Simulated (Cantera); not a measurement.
Charge: 1 mol FeS, 0.37 mol O2, 1.8 mol H2O, equilibrated at 1375 K.

Method: chemical equilibrium by Gibbs-energy minimisation in Cantera with the NASA 1993 tables (ideal gas, pure condensed phases). Candidate condensed phases: Fe, FeO, Fe(OH)2, Fe(OH)3, FeS, FeSO4, FeS2, Fe2O3, Fe2(SO4)3, Fe3O4, H2O, H2SO4, S; 22 gas species. Metal and sulfide melt together well below either melting point, which pure phases cannot show. Mutual solubility and eutectic melting of coexisting phases are not modelled. The tables' stoichiometric FeO is somewhat more stable than real wüstite, so its field is too wide. FeO, FeS: taken at fixed stoichiometry. The numbers say what is thermodynamically allowed, not how fast it happens.

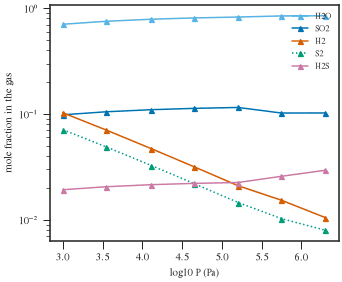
Equilibrium gas composition (values under 1e-9 drawn at 1e-9)

From 0.0100 bar to 1.60 bar the condensed part is FeO(s) + FeS(s). From 5.60 bar to 20.0 bar the condensed part is FeS(s) + Fe3O4(s). The main Fe-bearing gas is Fe(OH)2 throughout.
